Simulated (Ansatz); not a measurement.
**7Li NMR of paramagnetic Li2MnN2**

Aim: the shifts that the unpaired electrons of Mn give to the NMR lines of 7Li and 15N in Li2MnN2 at 320 K.

Program: Ansatz 0.2.0. Level of theory: DFT, r2SCAN, plane-wave PAW, default files (PAW set soft_2), collinear spin, scalar-relativistic. Results are calculated unless marked as measured.

### Step 1. The starting structure

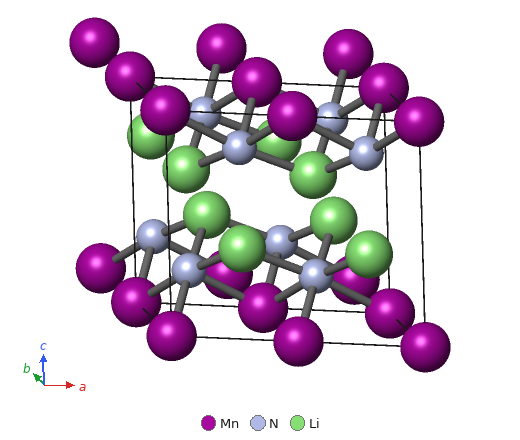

The cell as given, slightly off an axis (manganese purple, nitrogen light blue, lithium green). 1×2×1 cells are drawn. Bonds to atoms that aren't drawn are left out. Some periodic images of atoms are drawn too.

As a file:

```xyz
10
Lattice="6.0526 0.0000 0.0000 -1.5132 2.6209 0.0000 0.0000 0.0000 5.4232" Properties=species:S:1:pos:R:3 pbc="T T T"
Mn    0.0000    0.0000    0.0000
Mn    3.0263    0.0000    0.0000
N     0.0000    1.7472    1.0781
N     3.0263    1.7472    1.0781
N     1.5131    0.8736    4.3451
N     4.5395    0.8736    4.3451
Li    0.0000    1.7472    3.5069
Li    3.0263    1.7472    3.5069
Li    1.5132    0.8736    1.9163
Li    4.5395    0.8736    1.9163
```

The cell is a computed entry of the Materials Project; it need not be the form that is stable at ambient conditions. The run's cell holds 10 atoms, a multiple of the primitive cell, so that one ion can be reversed against another. The atoms were relaxed beforehand at this level of theory at fixed cell, with all moments parallel.

### Step 2. The ferromagnetic state

The hyperfine field is read from the state with all Mn moments parallel, which stands for the saturated paramagnet.

input.yaml

```yaml
crystal:
  lattice:
    - [6.05262174, 0.0, 0.0]
    - [-1.51315544, 2.6208621, 0.0]
    - [0.0, 0.0, 5.423215]
  atoms:
    - { symbol: Mn, position: [0.0, 0.0, 0.0], spin: 3.0 }
    - { symbol: Mn, position: [0.5, 0.0, 0.0], spin: 3.0 }
    - { symbol: "N", position: [0.1666699058, 0.6666699058, 0.1987901774] }
    - { symbol: "N", position: [0.6666699058, 0.6666699058, 0.1987901774] }
    - { symbol: "N", position: [0.3333300942, 0.3333300942, 0.8012098226] }
    - { symbol: "N", position: [0.8333300942, 0.3333300942, 0.8012098226] }
    - { symbol: Li, position: [0.1666652879, 0.6666652879, 0.6466461469] }
    - { symbol: Li, position: [0.6666652879, 0.6666652879, 0.6466461469] }
    - { symbol: Li, position: [0.3333347121, 0.3333347121, 0.3533538531] }
    - { symbol: Li, position: [0.8333347121, 0.3333347121, 0.3533538531] }
magnetization:
  spin_polarized: true
kpoints:
  mp_grid: { grid: [8, 8, 4] }
scf:
  lower_state_search: "off"
  occupations: { method: fermi_dirac, width: 0.02 }
hamiltonian:
  xc: r2scan
output:
  efg:
    contact_densities: true
    quadrupole_moments_barn: { Mn: 0.33, "N": 0.02044, Li: -0.0401 }
  forces: false
  write_density: true
  write_potential: true
  elf: true
  volumetric_format: npy
```

Run with:

```console
ansatz run input.yaml --threads 4 --pin off --max-ram 8192MiB --backend cpu --events-out ev --progress --plain --runs-dir out
```

Numbers of over 12 decimals in the logs are rounded to 6 here.

Log:

```text
[a pick of lines, long numbers rounded; other set-up, energy and force rows are left out]
Functional definition: r2SCAN
Crystal: 10 atoms, lattice volume = 86.029 Å³
Basis set: ecut = 500 eV, 2195 PW (Γ), exchange–correlation on 180×96×160 points (64 copies of the dense FFT grid, shifted against one another)
Symmetry: 8 space group operations
Magnetic group: BNS 164.85 (UNI 1315), of the structure as read, at distance tolerance 4.4e-5 Å
k-points: 90 of 256
Functional: x = r2scan, c = r2scan; τ floored in thin density (d = 2e-4 eV/Å³)
SCF iter   1: F=-10172.859134 eV  HF=-10172.183987 eV  |F-HF|=6.75e-1  |Δ(HF+E_count)|=         —  Δρ=4.69e-2 (↑4.69e-2 ↓3.98e-2)  dr2=2.98e0  dr2_τ=1.60e-1  dr2_m=8.31e-1  M=6.000 μB ∫|m|=6.619 μB  β_m=0.30  ethr=3.10e-3  ⟨swp⟩=6.4  Hψ=29153  notcnv=0
preconditioner: auto → Resta (q_TF=auto, 2.583 Å⁻¹)  ε∞=6.1  [insulator: Δε(μ)=0.816 eV  Ē_g=10.886 eV  σ=0.020 eV  W_gap=1.00  n_scr=22 (ndim 8)  ℏωp=24.7 eV  f_vac=0.000  D(μ)=0.00/eV (n_scr^D=0)  ε∞_Penn≈6.1]
SCF iter   2: F=-10173.732277 eV  HF=-10173.241979 eV  |F-HF|=4.90e-1  |Δ(HF+E_count)|=    1.06e0  Δρ=3.76e-2 (↑3.76e-2 ↓2.48e-2)  dr2=1.22e0  dr2_τ=1.84e-2  dr2_m=4.47e-1  M=6.000 μB ∫|m|=6.597 μB  β_m=1.20  ethr=3.10e-3  ⟨swp⟩=2.6  Hψ=13264  notcnv=0  defer=1080
SCF iter   3: F=-10173.888053 eV  HF=-10173.382739 eV  |F-HF|=5.05e-1  |Δ(HF+E_count)|=   1.41e-1  Δρ=1.67e-2 (↑1.57e-2 ↓1.67e-2)  dr2=7.39e-1  dr2_τ=7.33e-3  dr2_m=1.43e-2  M=6.000 μB ∫|m|=6.604 μB  β_m=1.20  ethr=1.97e-3  ⟨swp⟩=2.0  Hψ=14400  notcnv=0  defer=1080  κ⁻¹=1.0e0(r=1)
SCF iter   4: F=-10174.014084 eV  HF=-10173.771640 eV  |F-HF|=2.42e-1  |Δ(HF+E_count)|=   3.89e-1  Δρ=1.18e-2 (↑1.18e-2 ↓1.12e-2)  dr2=3.55e-1  dr2_τ=3.79e-3  dr2_m=7.43e-4  M=6.000 μB ∫|m|=6.555 μB  β_m=1.20  ethr=1.19e-3  ⟨swp⟩=2.0  Hψ=9894  notcnv=0  defer=1076  κ⁻¹=1.6e-1(r=2)
SCF iter   5: F=-10174.085233 eV  HF=-10174.061026 eV  |F-HF|=2.42e-2  |Δ(HF+E_count)|=   2.89e-1  Δρ=4.35e-3 (↑4.35e-3 ↓4.25e-3)  dr2=4.05e-2  dr2_τ=5.45e-4  dr2_m=1.34e-4  M=6.000 μB ∫|m|=6.472 μB  β_m=1.20  ethr=5.72e-4  ⟨swp⟩=2.2  Hψ=14546  notcnv=0  defer=1076  κ⁻¹=1.7e-2(r=3)
SCF iter   6: F=-10174.087821 eV  HF=-10174.078562 eV  |F-HF|=9.26e-3  |Δ(HF+E_count)|=   1.75e-2  Δρ=2.37e-3 (↑2.33e-3 ↓2.37e-3)  dr2=1.20e-2  dr2_τ=1.56e-4  dr2_m=1.22e-5  M=6.000 μB ∫|m|=6.445 μB  β_m=1.20  ethr=6.54e-5  ⟨swp⟩=2.6  Hψ=12879  notcnv=0  defer=1001  κ⁻¹=4.8e-3(r=4)
SCF iter   7: F=-10174.088797 eV  HF=-10174.086703 eV  |F-HF|=2.09e-3  |Δ(HF+E_count)|=   8.14e-3  Δρ=8.03e-4 (↑7.93e-4 ↓8.03e-4)  dr2=2.54e-3  dr2_τ=1.68e-5  dr2_m=1.69e-5  M=6.000 μB ∫|m|=6.421 μB  β_m=1.20  ethr=1.93e-5  ⟨swp⟩=2.1  Hψ=11862  notcnv=0  defer=997  κ⁻¹=7.3e-4(r=5)
SCF iter   8: F=-10174.089390 eV  HF=-10174.088586 eV  |F-HF|=8.04e-4  |Δ(HF+E_count)|=   1.88e-3  Δρ=5.54e-4 (↑5.54e-4 ↓5.25e-4)  dr2=1.16e-3  dr2_τ=5.33e-6  dr2_m=4.43e-6  M=6.000 μB ∫|m|=6.414 μB  β_m=1.20  ethr=4.09e-6  ⟨swp⟩=2.3  Hψ=10742  notcnv=0  defer=993  κ⁻¹=3.6e-4(r=6)
SCF iter   9: F=-10174.089763 eV  HF=-10174.089724 eV  |F-HF|=3.92e-5  |Δ(HF+E_count)|=   1.14e-3  Δρ=1.79e-4 (↑1.69e-4 ↓1.79e-4)  dr2=9.13e-5  dr2_τ=1.10e-6  dr2_m=1.17e-6  M=6.000 μB ∫|m|=6.403 μB  β_m=1.20  ethr=1.87e-6  ⟨swp⟩=2.0  Hψ=14608  notcnv=0  defer=993  κ⁻¹=5.6e-5(r=7)
SCF iter  10: F=-10174.089778 eV  HF=-10174.089752 eV  |F-HF|=2.54e-5  |Δ(HF+E_count)|=   2.89e-5  Δρ=1.22e-4 (↑1.22e-4 ↓1.21e-4)  dr2=3.02e-5  dr2_τ=3.42e-7  dr2_m=2.15e-7  M=6.000 μB ∫|m|=6.403 μB  β_m=1.20  ethr=1.47e-7  ⟨swp⟩=2.3  Hψ=10965  notcnv=0  defer=989  κ⁻¹=7.1e-6(r=8)
SCF iter  11: F=-10174.089784 eV  HF=-10174.089780 eV  |F-HF|=4.03e-6  |Δ(HF+E_count)|=   2.80e-5  Δρ=4.59e-5 (↑4.59e-5 ↓3.25e-5)  dr2=3.09e-6  dr2_τ=6.66e-8  dr2_m=2.90e-7  M=6.000 μB ∫|m|=6.403 μB  β_m=1.20  ethr=4.87e-8  ⟨swp⟩=2.0  Hψ=12503  notcnv=0  defer=989  κ⁻¹=3.0e-6(r=8)
SCF iter  12: F=-10174.089785 eV  HF=-10174.089785 eV  |F-HF|=8.63e-8  |Δ(HF+E_count)|=   4.35e-6  Δρ=2.12e-5 (↑2.12e-5 ↓1.75e-5)  dr2=1.15e-6  dr2_τ=1.07e-8  dr2_m=1.49e-8  M=6.000 μB ∫|m|=6.403 μB  β_m=1.20  ethr=4.98e-9  ⟨swp⟩=2.0  Hψ=11234  notcnv=0  defer=989  κ⁻¹=1.7e-6(r=8)
SCF iter  13: F=-10174.089785 eV  HF=-10174.089785 eV  |F-HF|=1.21e-7  |Δ(HF+E_count)|=   3.92e-7  Δρ=1.21e-5 (↑1.11e-5 ↓1.21e-5)  dr2=4.49e-7  dr2_τ=4.09e-9  dr2_m=2.50e-9  M=6.000 μB ∫|m|=6.403 μB  β_m=1.20  ethr=1.85e-9  ⟨swp⟩=1.6  Hψ=9297  notcnv=0  defer=989  κ⁻¹=2.5e-6(r=8)
SCF iter  14: F=-10174.089785 eV  HF=-10174.089785 eV  |F-HF|=3.16e-8  |Δ(HF+E_count)|=   2.33e-9  Δρ=3.57e-6 (↑3.57e-6 ↓3.25e-6)  dr2=2.02e-8  dr2_τ=3.95e-10  dr2_m=6.76e-10  M=6.000 μB ∫|m|=6.403 μB  ethr=1.61e-10  ⟨swp⟩=8.0  Hψ=29659  notcnv=0
SCF 1 converged in 14 iterations: F = -10174.089785 eV  dr2 = 2.02e-8
SCF converged after 14 iterations
Magnetization: 6.0000 μB (34.0000 up, 28.0000 down)
Absolute magnetization: 6.4004 μB (∫|ρ↑−ρ↓|, with the PAW one-centre terms)
Per-site moments (μB) at R_I (Å): [(2.714407, 0.846887), (2.714407, 0.846887), (-0.012425, 0.799385), (-0.012425, 0.799385), (-0.012425, 0.799385), (-0.012425, 0.799385), (-0.00455863, 0.799385), (-0.00455863, 0.799385), (-0.00455863, 0.799385), (-0.00455863, 0.799385)]
Free energy (F): -10174.089785 eV
Fermi energy:    9.782131 eV
--- PAW observables at the nuclei: V_zz in 10²¹ V/m², potentials from the cell's mean, atoms counted from 1 ---
  atom   1  Mn V_zz =    +0.864396   η = 0.0092   by run symmetry: allowed   C_q = +6.8973 MHz
            electrostatic potential = -3027.111248 V   contact ρ = 87709.100948 e/Å³   contact ρ_s (e/Å³): all electrons +0.042528, valence +6.786652
  atom   2  Mn V_zz =    +0.864396   η = 0.0092   by run symmetry: allowed   C_q = +6.8973 MHz
            electrostatic potential = -3027.111248 V   contact ρ = 87709.100948 e/Å³   contact ρ_s (e/Å³): all electrons +0.042528, valence +6.786652
  atom   3  N  V_zz =    -0.134337   η = 0.0486   by run symmetry: allowed   C_q = -0.0664 MHz
            electrostatic potential = -515.576686 V   contact ρ = 1411.458906 e/Å³   contact ρ_s (e/Å³): all electrons +0.111207, valence +0.094241
  atom   4  N  V_zz =    -0.134337   η = 0.0486   by run symmetry: allowed   C_q = -0.0664 MHz
            electrostatic potential = -515.576686 V   contact ρ = 1411.458906 e/Å³   contact ρ_s (e/Å³): all electrons +0.111207, valence +0.094241
  atom   5  N  V_zz =    -0.134337   η = 0.0486   by run symmetry: allowed   C_q = -0.0664 MHz
            electrostatic potential = -515.576686 V   contact ρ = 1411.458906 e/Å³   contact ρ_s (e/Å³): all electrons +0.111207, valence +0.094241
  atom   6  N  V_zz =    -0.134337   η = 0.0486   by run symmetry: allowed   C_q = -0.0664 MHz
            electrostatic potential = -515.576686 V   contact ρ = 1411.458906 e/Å³   contact ρ_s (e/Å³): all electrons +0.111207, valence +0.094241
  atom   7  Li V_zz =    +0.165194   η = 0.0005   by run symmetry: allowed   C_q = -0.1602 MHz
            electrostatic potential = -172.388307 V   contact ρ = 94.356431 e/Å³   contact ρ_s (e/Å³): all electrons -0.015306, valence -0.015707
  atom   8  Li V_zz =    +0.165194   η = 0.0005   by run symmetry: allowed   C_q = -0.1602 MHz
            electrostatic potential = -172.388307 V   contact ρ = 94.356431 e/Å³   contact ρ_s (e/Å³): all electrons -0.015306, valence -0.015707
  atom   9  Li V_zz =    +0.165194   η = 0.0005   by run symmetry: allowed   C_q = -0.1602 MHz
            electrostatic potential = -172.388307 V   contact ρ = 94.356431 e/Å³   contact ρ_s (e/Å³): all electrons -0.015306, valence -0.015707
  atom  10  Li V_zz =    +0.165194   η = 0.0005   by run symmetry: allowed   C_q = -0.1602 MHz
            electrostatic potential = -172.388307 V   contact ρ = 94.356431 e/Å³   contact ρ_s (e/Å³): all electrons -0.015306, valence -0.015707
--- Band table (eV; the first three rows and the last of 180) ---
  k-point 0 ↑: bands = ["-75.6254", "-75.6179", "-43.1013", "-43.0877", "-43.0750", "-43.0424", "-43.0245", "-43.0240", "-36.8423", "-36.7775", "-36.7362", "-36.7129", "-6.7466", "-4.9936", "-4.8434", "-4.6933", "2.8887", "3.0847", "4.5345", "4.5346", "4.6540", "4.7474", "4.9354", "6.3552", "6.3561", "6.7963", "6.9104", "7.1963", "7.3107", "7.4292", "7.7094", "8.9161", "9.1256", "9.1260", "11.2631", "11.8554", "11.9565", "11.9565", "13.9754", "15.7695", "18.2654", "18.2701", "19.2975", "19.3020"]
  k-point 1 ↑: bands = ["-75.6254", "-75.6179", "-43.1013", "-43.0877", "-43.0750", "-43.0424", "-43.0245", "-43.0240", "-36.8415", "-36.7778", "-36.7359", "-36.7138", "-6.7279", "-4.9963", "-4.8432", "-4.7486", "2.9054", "3.3730", "4.5414", "4.5414", "4.5456", "4.8203", "4.9035", "6.3532", "6.3541", "6.7953", "6.8416", "7.2396", "7.2880", "7.4744", "7.7333", "8.5621", "9.0806", "9.0809", "11.3652", "11.7206", "12.0196", "12.0197", "14.4461", "14.8853", "18.0080", "18.4858", "19.0004", "19.8767"]
  k-point 2 ↑: bands = ["-75.6254", "-75.6179", "-43.1013", "-43.0877", "-43.0750", "-43.0424", "-43.0245", "-43.0240", "-36.8406", "-36.7781", "-36.7356", "-36.7146", "-6.7085", "-4.9991", "-4.8431", "-4.8037", "2.9238", "3.7193", "4.4698", "4.5483", "4.5484", "4.8577", "4.8732", "6.3512", "6.3521", "6.7946", "6.8038", "6.9180", "7.3809", "7.5921", "7.7798", "8.3229", "9.0369", "9.0373", "11.4852", "11.5855", "12.0815", "12.0816", "14.2409", "14.9095", "17.8708", "18.2509", "18.5690", "20.5215"]
  k-point 89 ↓: bands = ["-71.4104", "-71.4104", "-38.9038", "-38.9038", "-38.8687", "-38.8687", "-38.8657", "-38.8657", "-36.7837", "-36.7837", "-36.7414", "-36.7414", "-5.0673", "-5.0673", "-4.7357", "-4.7357", "4.5246", "4.5246", "4.7109", "4.7109", "5.6870", "5.6870", "6.0083", "6.0083", "6.5957", "6.5957", "7.2677", "7.2677", "11.2480", "11.2480", "11.6699", "11.6699", "11.7421", "11.7421", "12.7704", "12.7704", "13.0720", "13.0720", "15.8581", "15.8581", "19.0872", "19.0872", "19.2515", "19.2515"]
```

Elapsed: 32 s, on 4 threads of Arm Neoverse V2, shared host; peak memory 1 GiB.

The cell holds 6.00 μB on 2 Mn, so S = 1.50. The contact field is B = (2μ₀/3) μB ρ_s, 7.769 T for 1 e/Å³, and A_iso = γB/(2πS) sums over all ions. The valence part leaves out the polarisation of the shells that the files keep in the core (H has none; for Li and Na most or all inner electrons count as valence):

```csv
site,atom,atoms in cell,links to Mn,field (T),valence part (T),A_iso (MHz)
Li,7,4,"9 Mn through links of 81° (6), 122° (3) and 174° (3)",-0.119,-0.122,-1.31
N,3,4,bonded to 3 Mn at 2.05 Å,0.864,0.732,-2.49
```

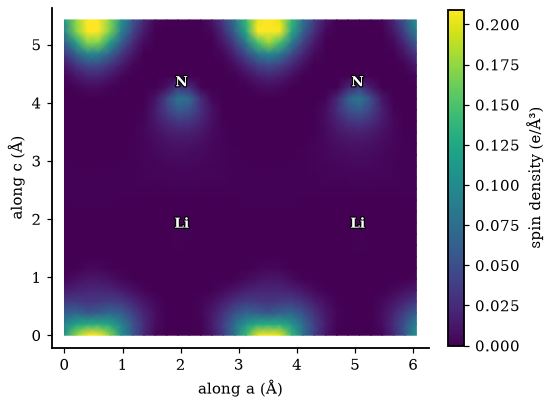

Spin density in the ac plane at fractional y = 0.333, with atoms of N and Li within 0.2 Å of it.

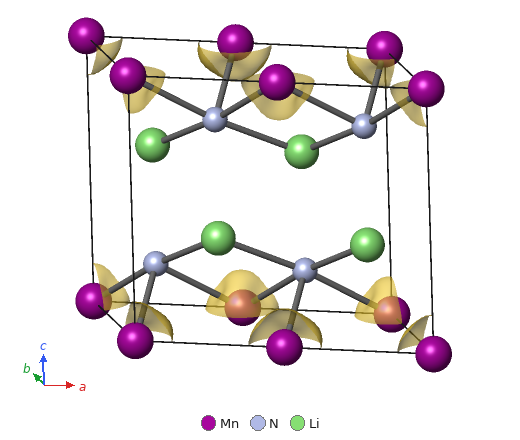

Surface of spin density = 0.47 e/Å³, which holds about 70 % of the integral of its size. Bonds to atoms that aren't drawn are left out.

(Continued in part 2 of 2.)

[Logs are printed without paths, hosts, clocks, repeated set-up lines and the standing remarks that a program may print on its own settings, such as how far it seeks lower states.]

[Hosts, paths, dates, database ids (printed as entryN), source tags and the programs' standing remarks are cut or masked in the printed files.]
